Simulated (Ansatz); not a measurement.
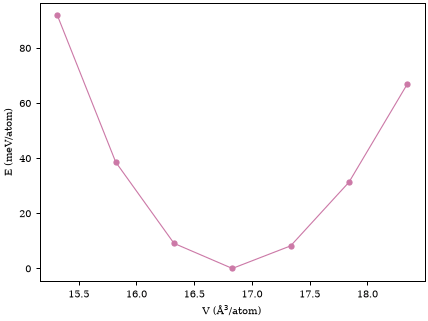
*NbAs in space group I4_1md (No. 109; Nb on 4a, As on 4a) under volume change, plane-wave PAW LDA (Ansatz code), shape and atoms relaxed at each volume.*

Q: What does a third-order Birch–Murnaghan fit give for V₀, B₀ and B′?

A: V₀ = 16.83 Å³/atom, B₀ = 183 GPa, B′ = 4.3.

The cell was relaxed with LDA under the symmetry of its start. The run is not spin-polarised.

Potentials: the earlier of the program's two PAW sets. The files were generated under PBE; for other functionals the program regenerates the frozen cores, and for LDA and PBEsol the local potential too.
